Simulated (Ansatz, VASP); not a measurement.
# ZnS (Sphalerite) in two plane-wave programs

One calculation is typed for both programs; each brings its own data sets and cutoff. How far apart do they land?

Main program and level: Ansatz 0.2.0; plane waves, with VASP 6.6.1 beside it; band structure at PBE0.

**1. The starting structure**

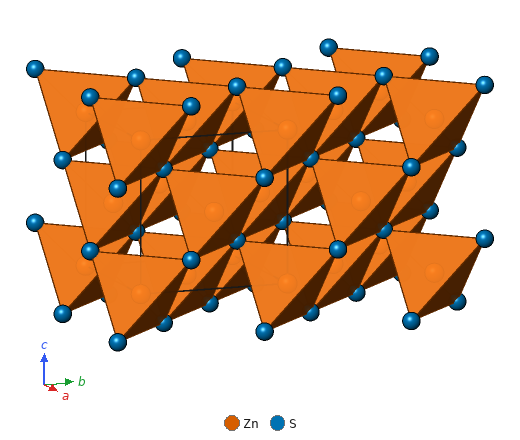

Start, viewed slightly off an axis; zinc orange, sulfur blue. 1×2×1 cells are drawn. This picture shows the conventional cell, with its axes. Some periodic images of atoms are drawn too.

Coordinates:

```cif
data_structure
_symmetry_space_group_name_H-M 'F-43m'
_symmetry_Int_Tables_number 216
_cell_length_a 5.4093
_cell_length_b 5.4093
_cell_length_c 5.4093
_cell_angle_alpha 90.000
_cell_angle_beta 90.000
_cell_angle_gamma 90.000
_cell_volume 158.28
loop_
_atom_site_label
_atom_site_type_symbol
_atom_site_symmetry_multiplicity
_atom_site_Wyckoff_symbol
_atom_site_fract_x
_atom_site_fract_y
_atom_site_fract_z
_atom_site_occupancy
Zn1 Zn 4 a 0.00000 0.00000 0.00000 1
S1 S 4 c 0.25000 0.25000 0.25000 1
```

**2. Ansatz: band structure, PBE0**

Ansatz runs on its default PAW (the set named soft_2) files.

The same path points are solved in both programs, so levels can be compared one by one.

Contents of input.yaml:

```yaml
crystal:
  lattice:
    - [0.0, 2.70465, 2.70465]
    - [2.70465, 0.0, 2.70465]
    - [2.70465, 2.70465, 0.0]
  atoms:
    - { symbol: Zn, position: [0.0, 0.0, 0.0] }
    - { symbol: S, position: [0.75, 0.75, 0.75] }
hamiltonian:
  xc: pbe0
  pseudopotentials: { kind: paw }
kpoints:
  mp_grid: { grid: [5, 5, 5] }
  band_path:
    path:
      - [0.0, 0.0, 0.0]
      - [0.5, 0.0, 0.5]
      - [0.5, 0.22222, 0.72222]
      - [0.40278, 0.34722, 0.75]
      - [0.125, 0.125, 0.25]
      - [0.27778, 0.27778, 0.27778]
      - [0.55556, 0.38889, 0.55556]
      - [0.58333, 0.25, 0.66667]
      - [0.5, 0.30556, 0.69444]
      - [0.48611, 0.48611, 0.52778]
      - [0.625, 0.25, 0.625]
      - [0.5, 0.0, 0.5]
    npoints: 1
scf:
  occupations: { method: gaussian, width: 0.03 }
  n_extra_bands: 7
output:
  forces: true
  stress: true
  eigenvalues: true
```

Run with:

```console
$ ansatz run input.yaml --threads 4 --pin off --max-ram 9216MiB --backend cpu --events-out ev --progress --plain --runs-dir out
```

Numbers of over 12 decimals in the logs are rounded to 6 here.

The log of the run:

```text
Warning: output.stress: scf.convergence.dr2_threshold = 1e-7 eV (the SCF's general default) is looser than the 2e-10 eV advised for a printed stress (1e-10 eV for each atom of the cell: 2). What an SCF threshold leaves in a stress goes as its square root, and in the free energy as the threshold itself, and one threshold admits the most on a small cell: [figures from the program's tests cut] Set scf.convergence.dr2_threshold to 2e-10 eV or tighter. The threshold is an SCF's pass mark: one that does not reach it within its budget of iterations ends unconverged, or closes short of it on a stop that the run arms, and scf.convergence.dr2_threshold's page says what that costs each kind of run
Warning: output.stress: scf.exx.energy_threshold = 1e-6 eV is looser than the 2e-8 eV advised for a stress under a hybrid functional (1e-8 eV for each atom of the cell: 2). Every SCF of the exchange loop can meet its threshold on dr2 while the loop round them stops early: no threshold on dr2 bounds what that leaves in the stress. Set scf.exx.energy_threshold to 2e-8 eV or tighter. The threshold is the loop's pass mark: a loop that does not reach it within its budget of cycles ends unconverged, and scf.exx.energy_threshold's page has the law
scf.n_extra_bands = 7 over 9 filled bands (N_el = 18.0): the run solves 16 bands
Engine: ansatz 0.2.0, aarch64-unknown-linux-gnu
Pseudopotentials: kind: paw
Pseudopotential: Zn, paw, valence charge 12, recommended cutoff 420 eV (normal), Zn.paw.azcp
Pseudopotential: S, paw, valence charge 6, recommended cutoff 420 eV (normal), S.paw.azcp
Functional definition: PBE0
  parameter a = 0.25
  parameter kappa = 0.804
  parameter beta = 0.066725
  exchange = (1 - a)*pbe_x(kappa = kappa, mu = beta*pi^2/3) + a*exact_x
  correlation = pbe_c(beta = beta)
Crystal: 2 atoms, lattice volume = 39.570 Å³
Basis set: ecut = 420 eV, 749 PW (Γ), exchange–correlation on 54×54×54 points (8 copies of the dense FFT grid, shifted against one another)
Bands: 16, of which v1, the nominal top of the filled ones, is band 9 counted from 1 (8 counted from 0)
Symmetry: 24 space group operations
Space group: F-43m (ITA 216), of the structure as read, at distance tolerance 3.4e-5 Å
k-points: 10 of 125 (time reversal used)
Non-local potential: Zn, projectors of the file, l = 0: 2, l = 1: 2, l = 2: 3, l = 3: 1
Non-local potential: S, projectors of the file, l = 0: 2, l = 1: 2, l = 2: 2
PAW form: soft (Blöchl's): semilocal exchange-correlation on the pseudo side does not see the compensation charge
PAW frozen core: Zn, regenerated for the run's functional, and the local potential with it (the file was generated under x = pbe(κ = 0.804, μ = 0.219515), c = pbe(β = 0.066725))
PAW frozen core: S, regenerated for the run's functional, and the local potential with it (the file was generated under x = pbe(κ = 0.804, μ = 0.219515), c = pbe(β = 0.066725))
PAW one-centre angular grid: Zn, 590 points (default); XC on 64 Gauss nodes
PAW one-centre angular grid: S, 110 points (default); XC on 64 Gauss nodes
Initial density: superposition of atomic densities (neutral atoms: chi_scale 0, normalization atom), corrected by the library's trained network
Initial wavefunctions: pseudopotential atomic-orbital guess
Functional: x = pbe(κ = 0.804, μ = 0.219515), c = pbe(β = 0.066725), warm-up for x = 0.75 pbe(κ = 0.804, μ = 0.219515) + 0.25 exact, c = pbe(β = 0.066725)
SCF iter   1: F=—  HF=-4222.720472 eV  |F-HF|=—  |Δ(HF+E_count)|=         —  Δρ=1.55e-3  dr2=8.87e-4  ethr=1.77e-3  ⟨swp⟩=10.3  Hψ=849  notcnv=0
preconditioner: auto → none  [insulator: Δε(μ)=2.095 eV  Ē_g=14.769 eV  σ=0.030 eV  W_gap=1.00  n_scr=14 (ndim 8)  ℏωp=25.0 eV  f_vac=0.029  D(μ)=0.00/eV (n_scr^D=0)]
SCF iter   2: F=—  HF=-4222.720172 eV  |F-HF|=—  |Δ(HF+E_count)|=   3.00e-4  Δρ=1.31e-3  dr2=4.41e-4  ethr=4.93e-6  ⟨swp⟩=4.3  Hψ=505  notcnv=0  defer=2
iter 3 solved again at ethr=1.79e-8 eV; its pass at ethr=2.45e-6 eV (dr2=3.22e-6 eV) is discarded
SCF iter   3: F=-4222.720026 eV  HF=-4222.719991 eV  |F-HF|=3.49e-5  |Δ(HF+E_count)|=   1.81e-4  Δρ=1.63e-4  dr2=3.58e-6  ethr=1.79e-8  ⟨swp⟩=3.2  Hψ=635  notcnv=0
SCF 1 stopped early in 3 iterations: F = -4222.720026 eV  dr2 = 3.58e-6
  greatest PAW one-centre occupation: 0.983 electrons in one spin orbital (limit 2), on the Zn atom at site 0 (counted from 0), in its partial waves of l = 2
Initial density: handed on by an earlier stage of this run
Initial wavefunctions: those handed on with the density
Functional: x = 0.75 pbe(κ = 0.804, μ = 0.219515) + 0.25 exact, c = pbe(β = 0.066725)
Frozen-core exchange: fock
SCF iter   1: F=—  HF=-4223.679959 eV  |F-HF|=—  |Δ(HF+E_count)|=         —  Δρ=2.04e-2  dr2=8.60e-2  ethr=1.99e-7  ⟨swp⟩=8.6  Hψ=909  notcnv=0
preconditioner: auto → none  [insulator: Δε(μ)=3.953 eV  Ē_g=18.272 eV  σ=0.030 eV  W_gap=1.00  n_scr=14 (ndim 8)  ℏωp=25.0 eV  f_vac=0.029  D(μ)=0.00/eV (n_scr^D=0)]
SCF iter   2: F=—  HF=-4223.656352 eV  |F-HF|=—  |Δ(HF+E_count)|=   2.36e-2  Δρ=2.92e-3  dr2=5.94e-3  ethr=1.99e-7  ⟨swp⟩=5.0  Hψ=652  notcnv=0
SCF iter   3: F=—  HF=-4223.662325 eV  |F-HF|=—  |Δ(HF+E_count)|=   5.97e-3  Δρ=4.62e-3  dr2=4.50e-3  ethr=1.99e-7  ⟨swp⟩=5.0  Hψ=588  notcnv=0
SCF iter   4: F=—  HF=-4223.661886 eV  |F-HF|=—  |Δ(HF+E_count)|=   4.39e-4  Δρ=1.92e-3  dr2=7.18e-4  ethr=1.99e-7  ⟨swp⟩=4.0  Hψ=407  notcnv=0
SCF iter   5: F=—  HF=-4223.662953 eV  |F-HF|=—  |Δ(HF+E_count)|=   1.07e-3  Δρ=1.09e-3  dr2=2.39e-4  ethr=1.99e-7  ⟨swp⟩=4.1  Hψ=412  notcnv=0
SCF iter   6: F=-4223.662838 eV  HF=-4223.662839 eV  |F-HF|=2.43e-7  |Δ(HF+E_count)|=   1.14e-4  Δρ=3.81e-5  dr2=1.71e-6  ethr=1.99e-7  ⟨swp⟩=4.0  Hψ=391  notcnv=0
SCF 2 stopped early in 6 iterations: F = -4223.662838 eV  dr2 = 1.71e-6
  greatest PAW one-centre occupation: 0.986 electrons in one spin orbital (limit 2), on the Zn atom at site 0 (counted from 0), in its partial waves of l = 2
hybrid outer 1: dexx = +1.318e-2 eV, tail = 3.84e-5 eV
Frozen-core exchange: fock
SCF iter   1: F=—  HF=-4223.662326 eV  |F-HF|=—  |Δ(HF+E_count)|=         —  Δρ=8.20e-5  dr2=1.79e-6  ethr=1.07e-6  ⟨swp⟩=4.7  Hψ=407  notcnv=0
preconditioner: auto → none  [insulator: Δε(μ)=4.000 eV  Ē_g=17.999 eV  σ=0.030 eV  W_gap=1.00  n_scr=14 (ndim 8)  ℏωp=25.0 eV  f_vac=0.030  D(μ)=0.00/eV (n_scr^D=0)]
SCF iter   2: F=—  HF=-4223.662325 eV  |F-HF|=—  |Δ(HF+E_count)|=   2.90e-7  Δρ=1.40e-5  dr2=1.65e-7  ethr=8.89e-9  ⟨swp⟩=3.9  Hψ=355  notcnv=0
SCF iter   3: F=—  HF=-4223.662326 eV  |F-HF|=—  |Δ(HF+E_count)|=   6.86e-7  Δρ=1.47e-5  dr2=5.37e-8  ethr=1.58e-10  ⟨swp⟩=4.2  Hψ=463  notcnv=0  defer=2
SCF iter   4: F=-4223.662326 eV  HF=-4223.662326 eV  |F-HF|=7.91e-11  |Δ(HF+E_count)|=   1.63e-8  Δρ=1.07e-6  dr2=3.47e-9  ethr=1.58e-10  ⟨swp⟩=3.1  Hψ=304  notcnv=0
SCF 3 converged in 4 iterations: F = -4223.662326 eV  dr2 = 3.47e-9
  Residual-converged pass: ⟨swp⟩=3.0  Hψ=290  notcnv=0  max |occ|·‖R‖ = 2.3e-6 eV (tolerance 2.4e-6 eV)  dr2=3.45e-9  dr2_onsite=2.71e-11  max |Δocc| = 0.0e0
hybrid outer 2: dexx = +7.358e-7 eV, tail = 2.12e-8 eV, Δε = 3.83e-3 eV (about 1.25e-4 eV left of the loop's levels)
NSCF: frozen V_eff on 12 k-points
hybrid SCF converged: 2 outer / 10 inner (+3 warm-up), last move |dexx| = 7.36e-7 eV, tail = 2.12e-8 eV
Stability not checked: this state was not tested for a lower state beside it, because the functional holds exact exchange (a hybrid, or Hartree-Fock), whose exchange loop this test does not read (fock_operator; see scf.lower_state_search)
Free energy (F): -4223.662326 eV
Frozen-core exchange: fock
Harris-Foulkes:  -4223.662326 eV  (|F-HF|=7.91e-11)
Internal energy: -4223.662326 eV  (E = F + TS)
E sigma→0 (E₀):  -4223.662326 eV
Fermi energy:    6.646448 eV
--- Per-component energies (eV) ---
  E_band       = -35.123492
  E_kinetic    = 237.844775
  E_local      = -2052.735632  (includes V_loc(G=0)·N_el)
  E_nonlocal   = 647.361169
  E_hartree    = 863.043154
  E_xc         = -179.766920
  E_vxc        = -107.556351  (∫ρ·V_xc dr)
  E_exx        = -60.659719  (= α·E_x^exact, valence–valence)
  E_paw        = -2427.090380  (= ΣΔE_a)
  E_vpaw       = -364.804088  (= ΣTr[D̂ρ^β])
  E_aug_tail   = -0.000361  (compensation charges beyond the density's cutoff)
  E_ewald      = -1252.151240
  E_core_change = 0.492827  (= ΣΔE_core)
  E_smearing   = -0.000000  (= −TS)
  E_closure    = 0.000000  (closes the sum)
  Σ components = -4223.662326   (vs F -4223.662326, Δ=0.00e0)
--- Forces (eV/Å), atoms counted from 1 ---
  atom   1  Zn    -0.00000000     0.00000000     0.00000000
  atom   2  S      0.00000000    -0.00000000     0.00000000
  max |Σ_I F_I| component: 7.40e-17 eV/Å
--- Stress (GPa, compression-positive) ---
        0.504682      -0.000000      -0.000000
        0.000000       0.504682       0.000000
       -0.000000       0.000000       0.504682
  P = ⅓ Tr σ = 0.5047 GPa (5.047 kbar)
--- Band table (eV; the first three rows and the last of 10) ---
  k-point 0: bands = [... 5 lower, -2.8638, 4.6458, 4.6458, 4.6458, 8.6469, 13.0642, 13.0642, 13.0642, ... 3 higher]
  k-point 1: bands = [... 5 lower, -2.8655, 2.3392, 4.2936, 4.2936, 9.9669, 13.1830, 13.6058, 13.6058, ... 3 higher]
  k-point 2: bands = [... 5 lower, -2.8397, -0.4251, 3.8033, 3.8033, 9.9601, 13.6299, 13.6299, 15.1923, ... 3 higher]
  k-point 9: bands = [... 5 lower, -2.5484, -0.1169, 1.6140, 2.4724, 11.9576, 12.4898, 13.8164, 16.6432, ... 3 higher]
```

The job ended after 20 s (4 threads of Arm Neoverse V1, shared host; peak memory 0.75 GiB; 74 s of CPU time).

The column dr2 measures how far the density is from self-consistency, as an energy; F and HF (Harris–Foulkes) agree once it is small.

**3. VASP: band structure, PBE0**

The same cell, functional, mesh and smearing now go to VASP, with its own data sets and cutoff.

Lines of VASP's logs that name or quote its potential files are left out, and so is its time.

Contents of INCAR:

```
SYSTEM = ZnS
PREC = Accurate
ENCUT = 350
EDIFF = 1E-06
NELM = 100
ISMEAR = 0
SIGMA = 0.03
LREAL = .FALSE.
ALGO = Normal
LHFCALC = .TRUE.
AEXX = 0.25
GGA = PE
LASPH = .TRUE.
NBANDS = 15
PRECFOCK = Fast
HFRCUT = -1
LORBIT = 11
LWAVE = .FALSE.
LCHARG = .FALSE.
KPAR = 4
```

Contents of POSCAR:

```
ZnS
1.0
    0.0000000000      2.7046500000      2.7046500000
    2.7046500000      0.0000000000      2.7046500000
    2.7046500000      2.7046500000      0.0000000000
Zn S
1 1
Direct
    0.0000000000      0.0000000000      0.0000000000
    0.7500000000      0.7500000000      0.7500000000
```

Contents of KPOINTS:

```
Automatic mesh
0
Gamma
5 5 5
0 0 0
```

Contents of KPOINTS_OPT:

```
Line mode
10
Line-mode
Reciprocal
  0.00000000   0.00000000   0.00000000 GAMMA
  0.50000000   0.00000000   0.50000000 X

  0.50000000   0.00000000   0.50000000 X
  0.50000000   0.25000000   0.75000000 W

  0.50000000   0.25000000   0.75000000 W
  0.37500000   0.37500000   0.75000000 K

  0.37500000   0.37500000   0.75000000 K
  0.00000000   0.00000000   0.00000000 GAMMA

  0.00000000   0.00000000   0.00000000 GAMMA
  0.50000000   0.50000000   0.50000000 L

  0.50000000   0.50000000   0.50000000 L
  0.62500000   0.25000000   0.62500000 U

  0.62500000   0.25000000   0.62500000 U
  0.50000000   0.25000000   0.75000000 W

  0.50000000   0.25000000   0.75000000 W
  0.50000000   0.50000000   0.50000000 L

  0.50000000   0.50000000   0.50000000 L
  0.37500000   0.37500000   0.75000000 K

  0.62500000   0.25000000   0.62500000 U
  0.50000000   0.00000000   0.50000000 X
```

Potentials, in the order of the species: Zn and S (PBE family, release 64).

Run with:

```console
$ mpirun -np 4 vasp_std
```

The log of the run:

```text
[banner, memory and clock lines left out]
running    4 mpi-ranks, on    1 nodes
 distrk:  each k-point on    1 cores,    4 groups
 distr:  one band on    1 cores,    1 groups

 POSCAR found type information on POSCAR ZnS
 POSCAR found :  2 types and       2 ions
 LDA part: xc-table for (Slater+PW92), standard interpolation
 found WAVECAR, reading the header
 POSCAR, INCAR and KPOINTS ok, starting setup
 FFT: planning ... GRIDC
 FFT: planning ... GRID_SOFT
 FFT: planning ... GRID
 HFRCUT set to (new)   10.569673
 reading WAVECAR
 the WAVECAR file was read successfully
 initial charge from wavefunction
 entering main loop
       N       E                     dE             d eps       ncg     rms          rms(c)
DAV:   1    -0.895715412668E+01   -0.89572E+01   -0.11440E+00   402   0.312E+01    0.265E+00
DAV:   2    -0.891969168567E+01    0.37462E-01   -0.25329E-01   349   0.104E+01    0.169E+00
DAV:   3    -0.891641330330E+01    0.32784E-02   -0.32501E-02   377   0.320E+00    0.115E+00
DAV:   4    -0.891575010161E+01    0.66320E-03   -0.35388E-03   314   0.706E-01    0.730E-01
DAV:   5    -0.891561411115E+01    0.13599E-03   -0.67984E-04   397   0.280E-01    0.447E-01
DAV:   6    -0.891557324264E+01    0.40869E-04   -0.10651E-04   314   0.839E-02    0.259E-01
DAV:   7    -0.891554616693E+01    0.27076E-04   -0.12305E-05   300   0.355E-02    0.138E-01
DAV:   8    -0.891553700012E+01    0.91668E-05   -0.59766E-06   328   0.163E-02    0.694E-02
DAV:   9    -0.891553410538E+01    0.28947E-05   -0.15917E-06   327   0.932E-03    0.347E-02
DAV:  10    -0.891553302805E+01    0.10773E-05   -0.46610E-07   234   0.585E-03    0.183E-02
DAV:  11    -0.891553259392E+01    0.43413E-06   -0.24706E-07   178   0.421E-03
   1 F= -.89155326E+01 E0= -.89155326E+01  d E =-.560019E-17
 Start KPOINTS_OPT (optional k-point list driver)
k-point batch [1-10\100]
       N       E                     dE             ncg
DAV:   1     0.120408078532E+03   -0.25827E+04      300
DAV:   2    -0.890754444418E+03   -0.10112E+04      335
DAV:   3    -0.960166662243E+03   -0.69412E+02      377
DAV:   4    -0.961299394690E+03   -0.11327E+01      391
DAV:   5    -0.961311307299E+03   -0.11913E-01      398
DAV:   6    -0.961311491472E+03   -0.18417E-03      384
DAV:   7    -0.961311495258E+03   -0.37863E-05      384
DAV:   8    -0.961311495344E+03   -0.85427E-07      283
[...]
k-point batch [91-100\100]
       N       E                     dE             ncg
DAV:   1    -0.352196075555E+02   -0.58614E+04      300
DAV:   2    -0.975531681821E+03   -0.94031E+03      363
DAV:   3    -0.103046996601E+04   -0.54938E+02      356
DAV:   4    -0.103130190233E+04   -0.83194E+00      398
DAV:   5    -0.103131135693E+04   -0.94546E-02      412
DAV:   6    -0.103131150642E+04   -0.14949E-03      405
DAV:   7    -0.103131150955E+04   -0.31232E-05      398
DAV:   8    -0.103131150961E+04   -0.66125E-07      318
```

[end of part 1 of 2]

[Lines on the potential files, build, host, timing and source positions are cut from VASP's logs without a mark.]

[Logs are printed without paths, hosts, clocks, repeated set-up lines and the standing remarks that a program may print on its own settings, such as how far it seeks lower states.]

[Hosts, paths, dates, database ids (printed as entryN), source tags and the programs' standing remarks are cut or masked in the printed files.]
